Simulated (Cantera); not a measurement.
A closed system holds: 1 mol acetone, 0.25 mol CO2, at 13.0 bar.

These are equilibrium values from Cantera (NASA tables, ideal gas, pure condensed phases), not measurements of a reactor. Candidate condensed phases: C, C6H6, C7H8, C8H18, H2O; 110 gas species. The feed counts by its element totals alone. Kinetics and transport are ignored.

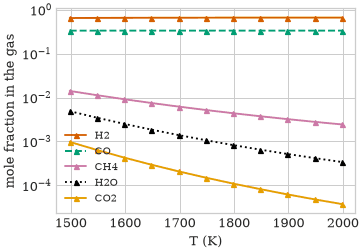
Fig. 1. Equilibrium gas composition (values under 1e-9 drawn at 1e-9)

From 1498 K to 1998 K the condensed part is C(graphite). The main C-bearing gas is CO throughout.
